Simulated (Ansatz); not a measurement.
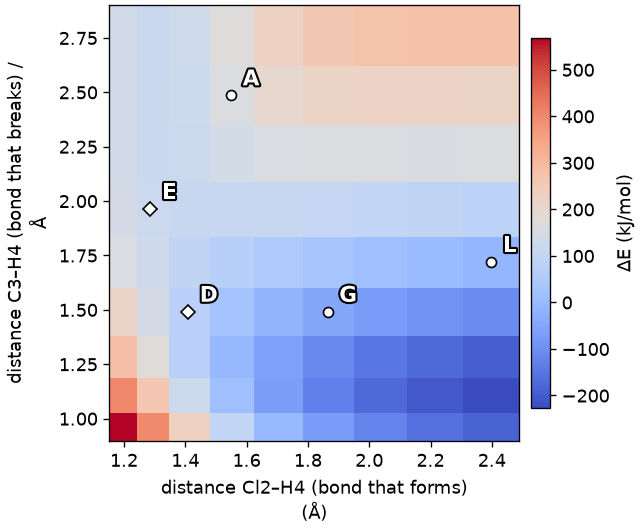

The reacting system CH3ClF2Si (fragments CH₃ClF₂Si where the first distance is long, CH₂F₂Si + ClH where the second is long). The first coordinate is: distance Cl2–H4 (bond that forms); the second: distance C3–H4 (bond that breaks). Relaxed at each point: all other coordinates. The grid has 9 × 9 points. Points are written as (first, second). Energies are in kJ/mol, from a guessed transition structure relaxed with its forming and breaking bonds held. Energies and slopes of some neighbouring points disagree (a jump in structure or state, or too coarse a mesh). The reference is spin-restricted, so regions where a bond is pulled apart into radicals lie too high. Computed with RKS PBE0-D4/def2-SVP in Ansatz 0.2.0.

In the figure: one coloured cell a grid point, lettered points.

Question: Is D the lowest point of the computed grid?

Answer: No. D lies 304 kJ/mol above the lowest grid point, which is at (2.397 Å, 1.097 Å).

Question: Rank the lettered points by energy, lowest first.

Answer: G (−48 kJ/mol), L (−11 kJ/mol), D (76 kJ/mol), E (119 kJ/mol), A (163 kJ/mol).
